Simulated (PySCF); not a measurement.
# CoOH3: triplet, from a square planar start, part 2 of 2

PySCF 2.14.0; PBE0, basis Co def2-TZVP, O def2-TZVP, H def2-TZVP, no relativity, density fitting.

**5. Downhill along the imaginary mode**

The atoms are moved a little along the softest imaginary mode and relaxed again.

The program finds Cs symmetry in the start, which this walk keeps. Threshold on the gradient: 0.0003 Eh/bohr, with a further test on the energy change.

scf.py

```python
from pyscf import gto, scf, dft
mol = gto.M(atom='''
Co     0.000603     0.289367    -0.000000
O     -0.003397    -1.357808     0.000000
H      0.984985     1.482801    -0.000000
H      0.120000     1.816243    -0.000000
H     -1.086329     1.329425    -0.000000''',
    basis={'Co': 'def2-TZVP', 'O': 'def2-TZVP', 'H': 'def2-TZVP'},
    charge=0, spin=2)
mf = dft.UKS(mol, xc='PBE0')
mf.grids.atom_grid = (50, 194)
aux = {'Co': 'def2-universal-JKFIT', 'O': 'def2-universal-JKFIT', 'H': 'def2-universal-JKFIT'}
mf = mf.density_fit(auxbasis=aux)
mf.conv_tol = 1e-08
mf.diis_space = 10
mf.max_cycle = 60
mf.verbose = 4
mf.kernel()
```

Steps of the walk:

| step | energy (Eh) | change (kJ/mol) | largest symmetric gradient (Eh/bohr) |
| --- | --- | --- | --- |
| 0 | -1459.395217 | 0.00 | 0.00684 |
| 1 | -1459.395895 | -1.78 | 0.00536 |
| 2 | -1459.399691 | -11.75 | 0.01343 |
| 3 | -1459.402013 | -17.84 | 0.01765 |
| 4 | -1459.403659 | -22.17 | 0.01155 |
| 5 | -1459.404656 | -24.78 | 0.00732 |
| 6 | -1459.404826 | -25.23 | 0.00142 |
| 7 | -1459.404873 | -25.35 | 0.00075 |
| 8 | -1459.404896 | -25.41 | 0.00117 |
| 9 | -1459.404903 | -25.43 | 0.00101 |
| 10 | -1459.404916 | -25.46 | 0.00058 |
| 11 | -1459.404918 | -25.47 | 0.00027 |

The walk took 28 s.

Geometry (Å) and forces (eV/Å) at some steps:

```
step 0
Co   0.001   0.289   0.000   0.115  -0.245   0.000
O   -0.003  -1.358   0.000  -0.182   0.049   0.000
H    0.985   1.483   0.000   0.239   0.112   0.000
H    0.120   1.816   0.000   0.079   0.352   0.000
H   -1.086   1.329   0.000  -0.250  -0.267   0.000
step 1
Co   0.006   0.291   0.000   0.135  -0.175   0.000
O   -0.014  -1.355   0.000  -0.191   0.086   0.000
H    0.997   1.488   0.000   0.051   0.152   0.000
H    0.129   1.827   0.000   0.190   0.213   0.000
H   -1.102   1.308   0.000  -0.185  -0.276   0.000
step 6
Co   0.089   0.303   0.000   0.044   0.039   0.000
O   -0.243  -1.267   0.000  -0.070  -0.030   0.000
H    1.091   1.648   0.000   0.058   0.032   0.000
H    0.337   1.970   0.000  -0.073   0.004   0.000
H   -1.258   0.907   0.000   0.042  -0.045   0.000
step 11
Co   0.104   0.300   0.000   0.013   0.014   0.000
O   -0.269  -1.262   0.000  -0.001  -0.011   0.000
H    1.096   1.667   0.000  -0.014  -0.006   0.000
H    0.329   1.965   0.000   0.003   0.001   0.000
H   -1.244   0.889   0.000  -0.002   0.002   0.000
```

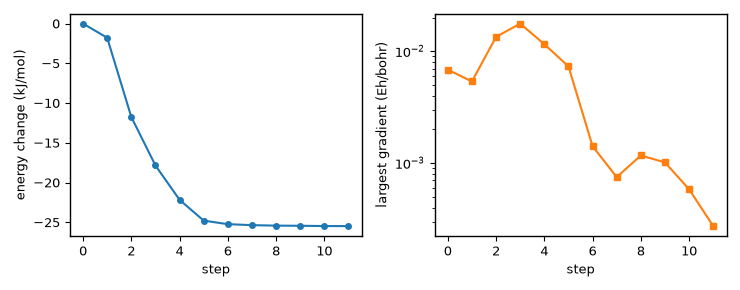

Energy and largest gradient along the walk.

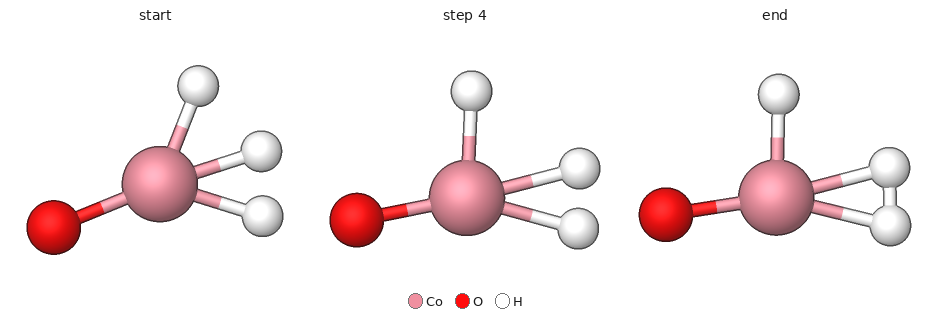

The geometry along the walk, at one scale.

End point (Cs, 11 steps, 25.5 kJ/mol gained): Co–H 1.471 Å, Co–H 1.680 Å, Co–H 1.689 Å, Co–O 1.606 Å, H–H 0.823 Å; Co–H–H 75.3°, Co–H–H 76.5°, H–Co–H 28.3°, H–Co–H 74.1°, H–Co–H 102.4°, H–Co–O 100.2°.

**6. Is it a minimum? Harmonic modes**

As before: finer grid, then central differences.

scf.py, as its differences from that of step 5:

```diff
@@ -3,5 +3,5 @@
-Co     0.000603     0.289367    -0.000000
-O     -0.003397    -1.357808     0.000000
-H      0.984985     1.482801    -0.000000
-H      0.120000     1.816243    -0.000000
-H     -1.086329     1.329425    -0.000000''',
+Co     0.077103     0.274333    -0.000000
+O     -0.292662    -1.288927     0.000000
+H      1.069686     1.639021    -0.000000
+H      0.302833     1.938011    -0.000000
+H     -1.270263     0.864597    -0.000000''',
@@ -11 +11 @@
-mf.grids.atom_grid = (50, 194)
+mf.grids.atom_grid = (75, 302)
@@ -14 +14 @@
-mf.conv_tol = 1e-08
+mf.conv_tol = 1e-10
```

Log of the central SCF (cycles and frontier levels):

```text
init E= -1459.40486256919
[... the frontier-level lines of each cycle are left out ...]
cycle= 1 E= -1459.40486256711  delta_E= 2.08e-09  |g|= 9.76e-05  |ddm|= 3.4e-05
cycle= 2 E= -1459.40486250748  delta_E= 5.96e-08  |g|= 0.000521  |ddm|= 0.000181
cycle= 3 E= -1459.40486256928  delta_E= -6.18e-08  |g|= 2.83e-06  |ddm|= 0.000152
cycle= 4 E= -1459.40486256929  delta_E= -7.96e-12  |g|= 9.4e-07  |ddm|= 1.87e-06
Extra cycle  E= -1459.40486256929  delta_E= -2.73e-12  |g|= 2.9e-06  |ddm|= 2.63e-06
converged SCF energy = -1459.40486256929  <S^2> = 2.0542577  2S+1 = 3.0359563
```

The whole step ran for 2 min (4 threads of Arm Neoverse N1, shared host).

Geometry: Cs; Co–H 1.471 Å, Co–H 1.679 Å, Co–H 1.687 Å, Co–O 1.606 Å, H–H 0.823 Å; Co–H–H 75.3°, Co–H–H 76.4°, H–Co–H 28.3°, H–Co–H 74.1°, H–Co–H 102.4°, H–Co–O 100.3°.

Harmonic modes (main isotopes):

```
symmetry  ω (cm⁻¹)  IR (km/mol)  μ (u)
     a''       216          0.8   1.23
      a'       378         13.6   1.33
      a'       622         27.2   1.11
     a''       640          6.7   1.04
      a'       817          0.4   4.08
      a'       927          126   1.18
      a'      1608         15.7   1.01
      a'      1991         21.8   1.03
      a'      3267          220   1.01
```

No imaginary mode, so this is a minimum.

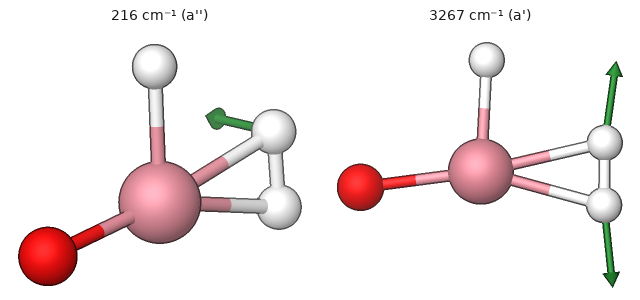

Displacements of 2 of the modes, as arrows (one member where a mode is degenerate).

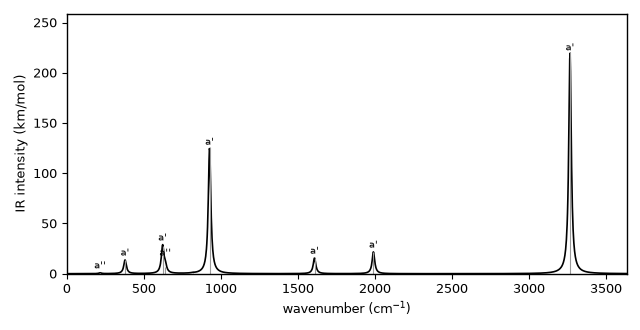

The harmonic infrared spectrum (widths in cm⁻¹). Lines are broadened to a width of 20 cm⁻¹ (Lorentzian).

Properties at this point:

```yaml
Dipole_moment: 4.37 D
Highest_occupied_level: -6.78 eV
Lowest_empty_level: -2.99 eV
Rotational_constants: 6.603, 0.4184, 0.3934 cm⁻¹
Zero-point_energy: 62.6 kJ/mol
Principal_polarisabilities: 19.9, 36.9, 51.6 bohr³
Atomisation_energy_without_zero-point_energy: 1040 kJ/mol
Principal_traceless_quadrupole_moments_about_the_centre_of_mass: -2.10, -0.18, 2.29 D Å
Entropy_at_298.15_K_and_1_bar_electronic_part_spin_only: 273.1 J/(mol K)
Heat_capacity_Cp_at_298.15_K: 60.1 J/(mol K)
Enthalpy_at_298.15_K_above_0_K: 13.28 kJ/mol
Rotational_symmetry_number: 1
Spin_squared_⟨S²⟩: 2.054
```

Populations by atom (charges in e):

```csv
atom,Mulliken,Löwdin,polar tensor,spin (Mulliken),Mayer order to Co1
Co1,0.35,0.04,0.21,1.60,–
O2,-0.51,-0.27,-0.38,0.59,1.70
H3,0.06,0.10,0.07,-0.03,0.37
H4,0.13,0.12,0.21,-0.02,0.33
H5,-0.03,0.01,-0.11,-0.13,0.84
```

Outer orbital energies (eV). α occupied: -11.81, -11.39, -10.89, -10.69, -9.55, -8.66, -8.32, -7.47; empty: -2.57, 0.04, 1.23, 1.73. β occupied: -24.32, -15.48, -10.34, -9.77, -9.34, -8.73, -8.49, -6.78; empty: -2.99, -2.68, -1.58, 0.50.

Mulliken populations on Co1: s 6.56, p 12.41, d 7.68, f 0.00.

**7. The points found, side by side**

| spin | group | bonds | imaginary modes (cm⁻¹) | ΔE (kJ/mol) | with zero-point energy |
| --- | --- | --- | --- | --- | --- |
| triplet | Cs | Co–H 1.471 Å, Co–H 1.679 Å, Co–H 1.687 Å, Co–O 1.606 Å, H–H 0.823 Å | none | 0.0 | 0.0 |
| triplet | C2v | Co–H 1.523 Å (×2), Co–H 1.527 Å, Co–O 1.647 Å | 974i | 29.1 | – |

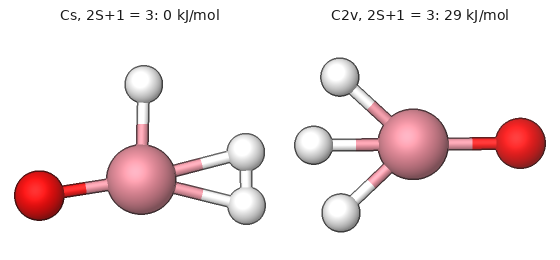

The points, lowest first (cobalt pink, oxygen red, hydrogen white).

**8. Summary of results**

What follows sums up all 2 parts.

| quantity | value |
| --- | --- |
| minimum | triplet, Cs |
| geometry | Co–H 1.471 Å, Co–H 1.679 Å, Co–H 1.687 Å, Co–O 1.606 Å, H–H 0.823 Å; Co–H–H 75.3°, Co–H–H 76.4°, H–Co–H 28.3°, H–Co–H 74.1°, H–Co–H 102.4°, H–Co–O 100.3° |
| wavenumbers (cm⁻¹) | 216 (a''), 378 (a'), 622 (a'), 640 (a''), 817 (a'), 927 (a'), 1608 (a'), 1991 (a'), 3267 (a') |
| dipole moment | 4.37 D |
| highest occupied, lowest empty level (either spin) | -6.78, -2.99 eV |
| polar-tensor charge of Co1 | +0.21 e |
| zero-point energy | 62.6 kJ/mol |
| entropy at 298.15 K | 273.1 J/(mol K) |
| atomisation energy (no zero-point energy) | 1040 kJ/mol |
| ⟨S²⟩ | 2.054 |

**Reading.** From C2v at the start the molecule goes to a Cs minimum, after a stop at a saddle point 29.1 kJ/mol higher, from which it was pushed off along an imaginary mode. In the infrared the band at 3267 cm⁻¹ (a') leads. Most of the spin sits on Co1 (Mulliken spin 1.60, against 2 for the whole molecule). Only this shape and spin were tried, so other structures or states may lie lower. One determinant may miss the lowest occupation of an open d or f shell.

The search up to here took 4.8 min.
